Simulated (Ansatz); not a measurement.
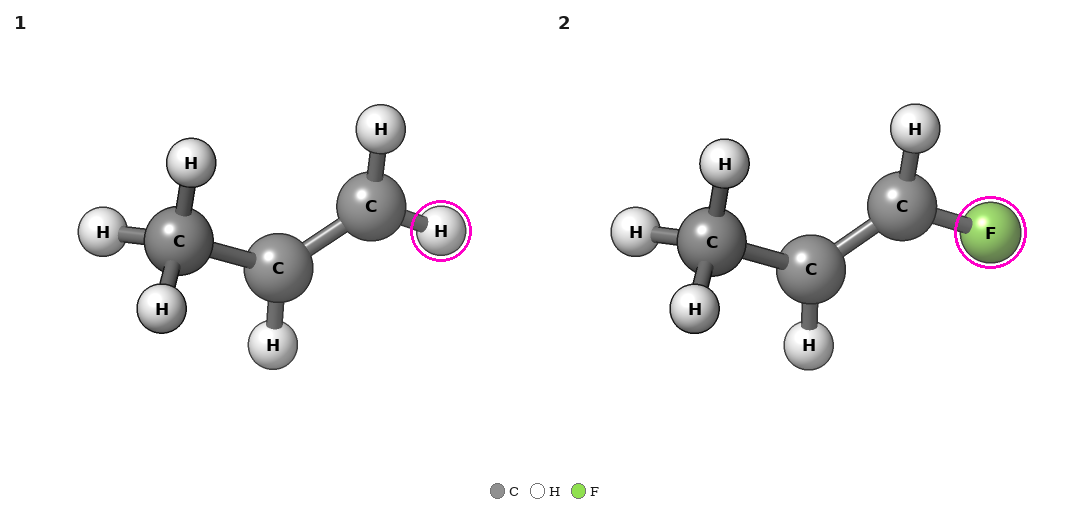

2 molecules with one skeleton, seen from the same side and at one scale; the atom that differs is circled. Each species is neutral and a spin singlet. Computed geometries: PBE0-D4/def2-TZVP optimisations, one conformation each. Properties computed with Ansatz 0.2.0.

One atom differs, called X below: H in panel 1, F in panel 2. Their formulas are C3H6 (`C=CC`), C3H5F (`C/C=C/F`).

In which is the length of X–C larger (PBE0-D4/def2-TZVP)?

Answer. In panel 2 (X = F).

In which is the dipole moment larger (B3LYP-D4/def2-TZVPP)?

Answer. In panel 2 (X = F).

Give the values. With PBE0-D4/def2-TZVP: length of X–C (Å), angle H–C–X (°). With B3LYP-D4/def2-TZVPP: dipole moment (D), HOMO energy (Kohn–Sham orbital) (eV), HOMO–LUMO gap (eV).

```csv
quantity,1 (H),2 (F),2 − 1
length of X–C (Å),1.084,1.340,+0.256
angle H–C–X (°),117.0,112.2,−4.8
dipole moment (D),0.42,1.70,+1.28
HOMO energy (Kohn–Sham orbital) (eV),−7.15,−7.01,+0.14
HOMO–LUMO gap (eV),7.35,7.29,−0.06
```
